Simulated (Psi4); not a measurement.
**BSiH5 (boranylsilane), step by step**

We compute a geometry optimisation (B3LYP/aug-cc-pVDZ), then the harmonic vibrations, then a single-point energy (CCSD(T)/cc-pVDZ) of BSiH5 (boranylsilane). 

The results are computed with Psi4 1.11.

## Step 1: The molecule

The species is BSiH5 (7 atoms), meant as a singlet with charge 0. SMILES: `B[SiH3]`. All atoms were displaced at random from a relaxed shape. The run starts from this shape.

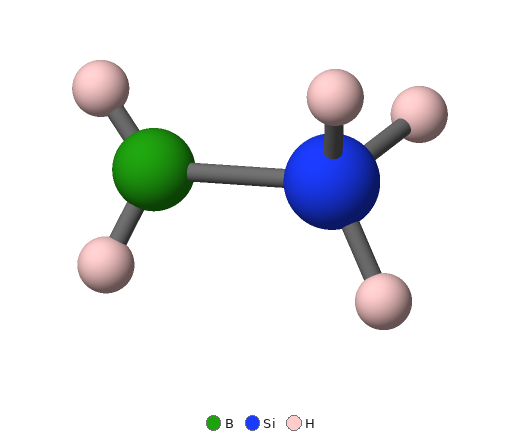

The structure, seen from a chosen angle (boron green, silicon blue, hydrogen pink).

## Step 2: A structure relaxation at B3LYP/aug-cc-pVDZ (density fitting) (run 1)

job.inp

```
memory 1600 mb

molecule m {
  0 1
  B     -0.091644    -1.205936     0.170658
  Si     0.162569     0.815228    -0.092280
  H     -0.976331    -1.698893     0.363390
  H      0.882067    -1.742879     0.339673
  H     -0.561953     1.122505    -1.421685
  H     -0.655999     1.470618     0.854561
  H      1.453079     1.261335    -0.298213
  units angstrom
}

set {
  basis        aug-cc-pVDZ
  geom_maxiter 60
}

optimize("b3lyp")
```

Started as:

```bash
psi4 job.inp job.out -n 1
```

job.out:

```text
[...]
  Running in c1 symmetry.
[...]
  Nuclear repulsion =   48.399861360674436
[...]
  Multiplicity = 1
[...]
  Nalpha       = 12
  Nbeta        = 12
[...]
    Number of basis functions: 95
[...]
   @DF-RKS iter   1:  -317.17384028502698   -4.94448e-01   3.84108e-03 ADIIS/DIIS
[...]
   @DF-RKS iter   6:  -317.32083137763129   -1.64846e-12   4.98887e-09 DIIS
[...]
    Orbital Energies [Eh]
    ---------------------
    Doubly Occupied:
       1A    -66.132405     2A     -6.784587     3A     -5.279549
       4A     -3.638253     5A     -3.637999     6A     -3.637077
       7A     -0.560890     8A     -0.484326     9A     -0.373218
      10A     -0.350900    11A     -0.335523    12A     -0.303677
[...]
  @DF-RKS Final Energy:  -317.32083137763129
   => Energetics <=
    Nuclear Repulsion Energy =             47.2710709356734142
    One-Electron Energy =                -530.7106862336498807
    Two-Electron Energy =                 187.7277494274028413
    DFT Exchange-Correlation Energy =     -21.6089655070577464
    Empirical Dispersion Energy =           0.0000000000000000
    VV10 Nonlocal Energy =                  0.0000000000000000
    Total Energy =                       -317.3208313776313503
[...]
 Multipole Moments:
 ------------------------------------------------------------------------------------
     Multipole            Electronic (a.u.)      Nuclear  (a.u.)        Total (a.u.)
 ------------------------------------------------------------------------------------
 L = 1.  Multiply by 2.5417464519 to convert [e a0] to [Debye]
 Dipole X            :          0.1213113           -0.1128745            0.0084369
 Dipole Y            :         -0.8192920            0.6811601           -0.1381319
 Dipole Z            :          0.2010038           -0.1676161            0.0333877
 Magnitude           :                                                    0.1423599
[...]
  -Total Gradient:
     Atom            X                  Y                   Z
    ------   -----------------  -----------------  -----------------
       1        0.000103379008     0.000012540992    -0.000003554405
       2        0.000008516480    -0.000021147143     0.000000119139
       3       -0.000099806165    -0.000042988400     0.000006968075
       4       -0.000017565249     0.000035845715     0.000012277510
       5        0.000006503789     0.000022189415    -0.000005984491
       6        0.000006012207    -0.000016510282     0.000007519985
       7       -0.000007646008     0.000011890106    -0.000014387146
[...]
```

Standard output:

```text
Optimizer: Optimization complete!
```

Wall time 2.1 min (1 thread of AMD EPYC 7R43 (Zen 3), shared host); peak memory 0.73 GiB.

Step by step:

```
step  energy from the first frame kept (eV)  largest force (eV/Å)
   0                                 0.0000                6.1926
   1                                -0.8360                1.3970
   2                                -0.9019                0.7546
   3                                -0.8821                0.8528
   4                                -0.9279                0.1998
   5                                -0.9310                0.0470
   6                                -0.9314                0.0202
   7                                -0.9317                0.0140
   8                                -0.9317                0.0056
```

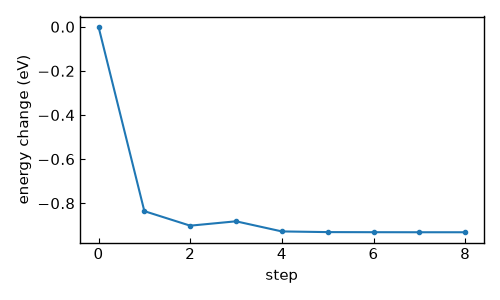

Energy along the run.

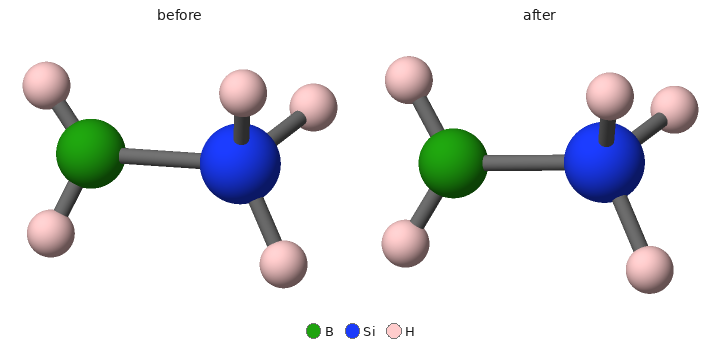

Before and after, at one scale.

After the run. Bond lengths: B1–Si2 2.024 Å, B1–H3 1.202 Å, B1–H4 1.201 Å, Si2–H5 1.502 Å, Si2–H6 1.500 Å, Si2–H7 1.496 Å. Angles: B1–Si2–H5 108.2°, B1–Si2–H6 109.8°, B1–Si2–H7 114.9°, Si2–B1–H3 119.2°, Si2–B1–H4 123.3°, H5–Si2–H6 107.2°, H5–Si2–H7 108.1°, H6–Si2–H7 108.3°, H3–B1–H4 117.5°.

## Step 3: Vibrational wavenumbers at B3LYP/aug-cc-pVDZ (density fitting) (run 2)

job.in

```
memory 1600 mb

molecule {
  0 1
  B      0.01920529    -2.23160593     0.46344210
  Si     0.22597345     1.52202133    -0.24053946
  H     -2.01877741    -3.19425320     0.74937467
  H      1.84216550    -3.57679424     0.59056776
  H     -1.06036312     2.03284075    -2.71769262
  H     -1.19326567     2.95397830     1.75170809
  H      2.84998290     2.56215871    -0.38378070
  units au
}

set {
  t 298.15
  rotational_symmetry_number 1
}

energy_value, wavefunction = frequency('b3lyp/aug-cc-pVDZ', return_wfn=True)
```

Started as:

```bash
psi4 -n 1 job.in job.out
```

job.out:

```text
[...]
  Running in c1 symmetry.
[...]
  Nuclear repulsion =   47.271070124899509
[...]
  Multiplicity = 1
[...]
  Nalpha       = 12
  Nbeta        = 12
[...]
    Number of basis functions: 95
[...]
   @DF-RKS iter   1:  -317.22445522326689   -5.69232e-01   3.51359e-03 ADIIS/DIIS
[...]
   @DF-RKS iter  10:  -317.32083055070177   -2.21689e-12   1.45280e-09 DIIS
[...]
  @DF-RKS Final Energy:  -317.32083055070177
   => Energetics <=
    Nuclear Repulsion Energy =             47.2659364964157973
    One-Electron Energy =                -530.7000439082828507
    Two-Electron Energy =                 187.7219726164942699
    DFT Exchange-Correlation Energy =     -21.6086957553289949
    Empirical Dispersion Energy =           0.0000000000000000
    VV10 Nonlocal Energy =                  0.0000000000000000
    Total Energy =                       -317.3208305507017712
[...]
  -Total Gradient:
     Atom            X                  Y                   Z
    ------   -----------------  -----------------  -----------------
       1        0.000092316419     0.000011607707     0.000001474932
       2        0.000156017013    -0.000201354902    -0.000227187589
       3       -0.000099589286    -0.000047238587     0.000005321064
       4       -0.000017560487     0.000036728688     0.000009177682
       5        0.000065298855     0.000013204344    -0.000040918126
       6       -0.000219395343     0.000169465397     0.000338210961
       7        0.000022293045     0.000019437829    -0.000083265237
[...]
  ==> Harmonic Vibrational Analysis <==
[...]
  Freq [cm^-1]                 49.0874i            421.8045            441.9197
[...]
  IR activ [km/mol]             1.0969             14.0557             26.4196
[...]
  Freq [cm^-1]                 622.6647            746.5770            881.1092
[...]
  IR activ [km/mol]             1.8138             17.8464             144.2472
[...]
  Freq [cm^-1]                 916.0142            934.0759            963.8877
[...]
  IR activ [km/mol]             3.0525             55.2352             44.3609
[...]
  Freq [cm^-1]                1172.0129           2167.8877           2176.3109
[...]
  IR activ [km/mol]            33.6180             70.0528             76.2877
[...]
  Freq [cm^-1]                2199.8748           2575.4373           2659.2653
[...]
  IR activ [km/mol]            106.7054            84.2606             94.7971
[...]
  Total E_0, Enthalpy at 0 [K]                                                         -317.27782221 [Eh]
[...]
  Total H, Enthalpy at  298.15 [K]                                                     -317.27302457 [Eh]
[...]
```

On the terminal:

```text
Warning: thermodynamics relations excluded imaginary frequencies: ['49.0874i']
Warning: used thermodynamics relations inappropriate for low-frequency modes: ['421.8045' '441.9197' '622.6647']
```

It took 6.3 min on 1 thread of AMD EPYC 7R43 (Zen 3), shared host; peak memory 0.73 GiB.

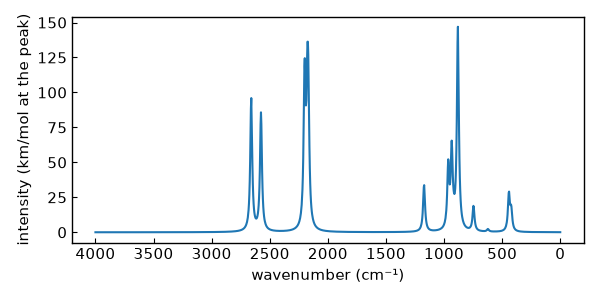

Harmonic infrared spectrum, unscaled, lines broadened by 10 cm⁻¹.

## Step 4: A single-point energy at CCSD(T)/cc-pVDZ (run 3)

job.dat

```
memory 1.6 GB

molecule molecule1 {
  B      0.010163    -1.180915     0.245243
  Si     0.119580     0.805419    -0.127288
  H     -1.068291    -1.690326     0.396552
  H      0.974832    -1.892758     0.312515
  H     -0.561120     1.075733    -1.438141
  H     -0.631449     1.563178     0.926964
  H      1.508146     1.355836    -0.203088
}

set {
  basis cc-pVDZ
  scf_type pk
  freeze_core true
}

e, wfn = energy('ccsd(t)', return_wfn=True)
print_variables()
```

Started as:

```bash
psi4 -n 1 job.dat job.out
```

job.out:

```text
[...]
  Running in c1 symmetry.
[...]
  Nuclear repulsion =   47.271070133997014
[...]
  Multiplicity = 1
[...]
  Nalpha       = 12
  Nbeta        = 12
[...]
    Number of basis functions: 57
[...]
   @RHF iter   1:  -316.44653519140161   -8.27111e-01   2.46975e-03 DIIS/ADIIS
[...]
   @RHF iter  10:  -316.48033385490936   -1.76215e-12   5.84724e-09 DIIS
[...]
    Orbital Energies [Eh]
    ---------------------
    Doubly Occupied:
       1A    -68.768661     2A     -7.626621     3A     -6.119811
       4A     -4.225876     5A     -4.225665     6A     -4.225307
       7A     -0.748179     8A     -0.654326     9A     -0.512227
      10A     -0.475581    11A     -0.463495    12A     -0.417129
[...]
  @RHF Final Energy:  -316.48033385490936
   => Energetics <=
    Nuclear Repulsion Energy =             47.2710701339970143
    One-Electron Energy =                -530.5770501379302004
    Two-Electron Energy =                 166.8256461490238394
    Total Energy =                       -316.4803338549093610
[...]
 Multipole Moments:
 ------------------------------------------------------------------------------------
     Multipole            Electronic (a.u.)      Nuclear  (a.u.)        Total (a.u.)
 ------------------------------------------------------------------------------------
 L = 1.  Multiply by 2.5417464519 to convert [e a0] to [Debye]
 Dipole X            :          0.1361332           -0.1128755            0.0232577
 Dipole Y            :         -0.8817990            0.6811598           -0.2006391
 Dipole Z            :          0.2177533           -0.1676179            0.0501353
 Magnitude           :                                                    0.2081118
[...]
      * MP2 total energy                      = -316.670019481478107
[...]
      * CCSD total energy                     = -316.716055236883562
[...]
      * CCSD(T) total energy                  = -316.721106755826725
[...]
```

Run time: 18 s. Hardware: 1 thread of AMD EPYC 7R43 (Zen 3), shared host; peak memory 0.29 GiB.

## Step 5: What came out

| quantity | value |
| --- | --- |
| run 1, B3LYP/aug-cc-pVDZ: total energy at the end | -317.32083 Eh |
| run 1, B3LYP/aug-cc-pVDZ: dipole moment | 0.36 D |
| run 1, B3LYP/aug-cc-pVDZ: HOMO energy | -8.26 eV |
| run 1, B3LYP/aug-cc-pVDZ: LUMO energy | -2.68 eV |
| run 1, B3LYP/aug-cc-pVDZ: HOMO–LUMO gap | 5.58 eV |
| run 2, B3LYP/aug-cc-pVDZ: lowest harmonic wavenumber | 49i cm⁻¹ (imaginary) |
| run 2, B3LYP/aug-cc-pVDZ: highest harmonic wavenumber | 2659 cm⁻¹ |
| run 3, CCSD(T)/cc-pVDZ: total energy | -316.72111 Eh |
| run 3, CCSD(T)/cc-pVDZ: HOMO energy (Hartree–Fock orbitals) | -11.35 eV |
| run 3, CCSD(T)/cc-pVDZ: LUMO energy (Hartree–Fock orbitals) | 1.29 eV |
| run 3, CCSD(T)/cc-pVDZ: HOMO–LUMO gap (Hartree–Fock orbitals) | 12.64 eV |
| run 3, CCSD(T)/cc-pVDZ: correlation energy (6 core orbitals frozen) | -240.8 mEh |
| run 3, CCSD(T)/cc-pVDZ: (T) correction | -5.05 mEh |
| run 3, CCSD(T)/cc-pVDZ: T1 diagnostic | 0.012 |

The optimisation (run 1, B3LYP/aug-cc-pVDZ) took 9 steps and changed the energy by -0.932 eV. 1 mode is imaginary (lowest 49i cm⁻¹): a first-order saddle point, unless the integration grid spoils the Hessian. The triples (run 3, CCSD(T)/cc-pVDZ) make up 2.1 % of the correlation energy.
